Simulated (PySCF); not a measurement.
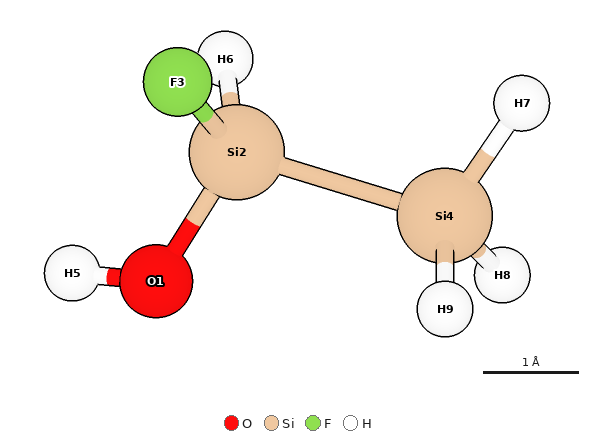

Fig. 1: The structure as given in the input (ball-and-stick view, seen at a tilt; atoms are numbered from 1 in the order of the input). Bond lengths as drawn: F–Si 1.60 Å, H–O 0.96 Å, H–Si 1.49 Å, O–Si 1.64 Å and Si–Si 2.34 Å.

**Single-point calculation, with input and output: Si2H5OF**

The run: single-point calculation of Si2H5OF, SMILES O[SiH](F)[SiH3]. Method and program: HF/def2-SVP, RHF (PySCF 2.14.0).

The geometry comes from this level: PBE0-D4/def2-TZVP.

**Input file (calc.py)**
```python
from pyscf import gto

molecule = gto.M(
    atom='''
O     -0.392500    -0.610800     1.768100
Si    -0.831500    -0.160600     0.257700
F     -1.775600     1.133800     0.319400
Si     1.135000     0.371100    -0.891700
H     -1.050500    -1.005600     2.343000
H     -1.664600    -1.215400    -0.380600
H      0.798700     0.860600    -2.255200
H      1.981700    -0.845200    -1.013900
H      1.887800     1.425600    -0.163800
''',
    max_memory=1860,
    spin=0,
    verbose=3,
    charge=0,
    basis='def2-svp',
)

calc0 = molecule.RHF()
calc0.conv_tol = 0.001
calc0.kernel()

e_final = calc0.e_tot
print('Final energy', e_final)
```

Machine: 1 thread of Arm Neoverse N1, 24 GiB of memory available, shared host.

Command:
```bash
OMP_NUM_THREADS=1 python calc.py
```

**Output**
```
converged SCF energy = -754.851009846494
Final energy -754.8510098464944
```

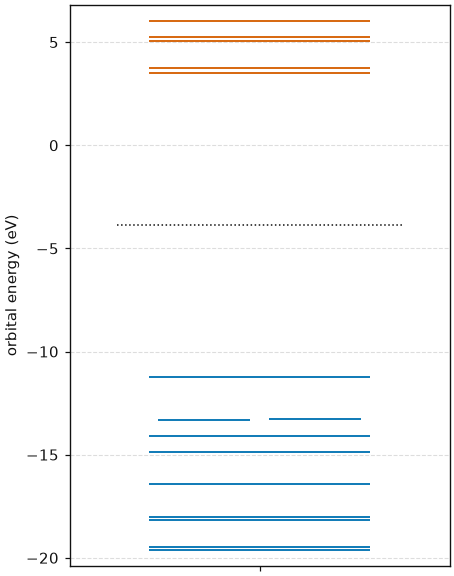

Fig. 2: Orbital energies near the frontier; the dotted line parts filled from empty levels, and levels within 0.02 eV of each other stand side by side. Highest filled −11.25 eV, lowest empty 3.51 eV, 14.76 eV apart.

**Summary**

```json
{"quantity": "outcome", "value": "converged"}
{"quantity": "total energy", "value": "−754.851010 hartree"}
{"quantity": "basis functions", "value": "89"}
{"quantity": "HOMO", "value": "−11.25 eV"}
{"quantity": "LUMO", "value": "3.51 eV"}
{"quantity": "dipole moment", "value": "1.71 D"}
{"quantity": "wall time", "value": "2.1 s"}
{"quantity": "peak memory", "value": "0.18 GiB"}
```
